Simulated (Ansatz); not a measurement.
# CH5GaO (SMILES C[O][GaH2]): r2SCAN0/cc-pVDZ

Aim: the energy change on altering one bond length of CH5GaO at r2SCAN0/cc-pVDZ, from 2 runs. 

The results are computed with Ansatz 0.2.0.

56 further runs of the same task are left out: 56 set aside as unsound or not needed.

### 1 Starting point

CH5GaO: 8 atoms, total charge 0, spin state singlet. As SMILES, `C[O][GaH2]`. The shape is that of a PBE0-D4/def2-TZVP optimisation.

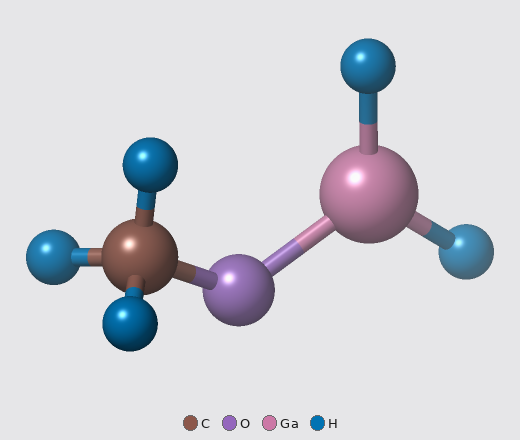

Viewed from a chosen angle; carbon brown, oxygen purple, gallium pink, hydrogen blue.

### 2 A single-point energy at r2SCAN0/cc-pVDZ

Input file input.yaml:

```yaml
crystal:
  periodic: [false, false, false]
  atoms:
    - {symbol: C, position_ang: [-0.616800, 0.972600, -0.422900]}
    - {symbol: O, position_ang: [-0.705300, -0.273500, 0.213500]}
    - {symbol: Ga, position_ang: [0.703200, -1.302000, 0.579300]}
    - {symbol: H, position_ang: [-1.200200, 0.962000, -1.350600]}
    - {symbol: H, position_ang: [0.414200, 1.256200, -0.676600]}
    - {symbol: H, position_ang: [-1.030600, 1.754200, 0.224300]}
    - {symbol: H, position_ang: [2.093900, -0.732800, 0.142900]}
    - {symbol: H, position_ang: [0.341700, -2.636700, 1.290100]}
basis:
  gaussian: {orbitals: cc-pVDZ}
hamiltonian: {xc: {name: r2SCAN0}}
accuracy: high
output: {orbitals: {seedname: orbitals}}
```

Launch:

```
$ ansatz run input.yaml --threads 1 --pin off --max-ram 3480MiB --events-out events.jsonl --progress --plain --runs-dir runs
```

Log:

```text
Warning: RAYON_NUM_THREADS=1 ignored (pool sized by the plan → 1); use --threads N
Functional definition: r2SCAN0
  name "r2SCAN0"
  parameter a = 0.25
  parameter k0 = 0.174
  parameter k1 = 0.065
  parameter a1 = 4.9479
  exchange = (1 - a)*r2scan_x(k0 = k0, k1 = k1, a1 = a1) + a*exact_x
  correlation = r2scan_c
1865 factors; integrals over basis functions are off by at most 4.4e-9 eV
mean field evaluation 1: about -55535.1883 eV, gradient 4.4e1 eV
mean field evaluation 2: about -55520.5133 eV, gradient 9.4e1 eV
mean field evaluation 4: about -55539.2690 eV, gradient 4.1e0 eV
mean field evaluation 8: about -55539.4453 eV, gradient 7.7e-2 eV
mean field evaluation 16: about -55539.4454 eV, gradient 6.0e-6 eV
mean field -55539.44535228 eV, -2041.0369707081 hartree, gradient 4.1e-8 eV, S^2 0.000000; 0 other end points of the search recorded, 0 dependent functions left out
reference -55539.44535299 eV, -2041.0369707344 hartree; 25, 25 occupied and 55, 55 virtual orbitals, 1865 factors
Total energy: -55539.44535299 eV, -2041.0369707344 hartree
```

Run time: 15 s. Hardware: 1 thread of Arm Neoverse V1, shared host; peak memory 0.32 GiB.

### 3 The distorted shape at the same level

Input file in.yaml:

```yaml
crystal:
  periodic: [false, false, false]
  atoms:
    - {symbol: C, position_ang: [-0.441795, 0.975780, -0.144614]}
    - {symbol: O, position_ang: [-0.530295, -0.270320, 0.491786]}
    - {symbol: Ga, position_ang: [0.878205, -1.298820, 0.857586]}
    - {symbol: H, position_ang: [-1.200200, 0.962000, -1.350600]}
    - {symbol: H, position_ang: [0.589205, 1.259380, -0.398314]}
    - {symbol: H, position_ang: [-0.855595, 1.757380, 0.502586]}
    - {symbol: H, position_ang: [2.268905, -0.729620, 0.421186]}
    - {symbol: H, position_ang: [0.516705, -2.633520, 1.568386]}
basis:
  gaussian: {orbitals: cc-pVDZ}
output: {orbitals: {seedname: orbitals}}
accuracy: high
hamiltonian: {xc: {name: r2SCAN0}}
```

Launch:

```
$ ansatz run in.yaml --threads 1 --pin off --max-ram 3480MiB --events-out events.jsonl --progress --plain --runs-dir runs
```

Log, cut to the lines that bear on the results:

```text
Warning: RAYON_NUM_THREADS=1 ignored (pool sized by the plan → 1); use --threads N
[... 8 set-up lines as earlier in the session ...]
1866 factors; integrals over basis functions are off by at most 4.7e-9 eV
mean field evaluation 1: about -55534.3036 eV, gradient 4.4e1 eV
mean field evaluation 2: about -55519.7222 eV, gradient 9.3e1 eV
mean field evaluation 4: about -55538.2875 eV, gradient 4.7e0 eV
mean field evaluation 8: about -55538.4636 eV, gradient 7.3e-2 eV
mean field evaluation 16: about -55538.4636 eV, gradient 6.5e-6 eV
mean field -55538.46360656 eV, -2041.0008922185 hartree, gradient 9.3e-9 eV, S^2 0.000000; 0 other end points of the search recorded, 0 dependent functions left out
reference -55538.46360729 eV, -2041.0008922451 hartree; 25, 25 occupied and 55, 55 virtual orbitals, 1866 factors
Total energy: -55538.46360729 eV, -2041.0008922451 hartree
```

Wall time 14 s (1 thread of Arm Neoverse V1, shared host); peak memory 0.32 GiB.

### 4 Results

At r2SCAN0/cc-pVDZ:

| quantity | value |
| --- | --- |
| first shape: total energy | -2041.03697 Eh |
| first shape: HOMO energy | -7.91 eV |
| first shape: LUMO energy | -0.94 eV |
| first shape: HOMO–LUMO gap | 6.98 eV |
| distorted shape: total energy | -2041.00089 Eh |
| distorted shape: HOMO energy | -7.73 eV |
| distorted shape: LUMO energy | -1.05 eV |
| distorted shape: HOMO–LUMO gap | 6.68 eV |
| energy change with the C1–H4 bond stretched from 1.096 to 1.425 Å | 0.982 eV |

What this shows: With the C1–H4 bond stretched from 1.096 to 1.425 Å the energy rises by 0.98 eV (94.7 kJ/mol). The first shape isn't relaxed at this level, so the change isn't measured from a minimum.
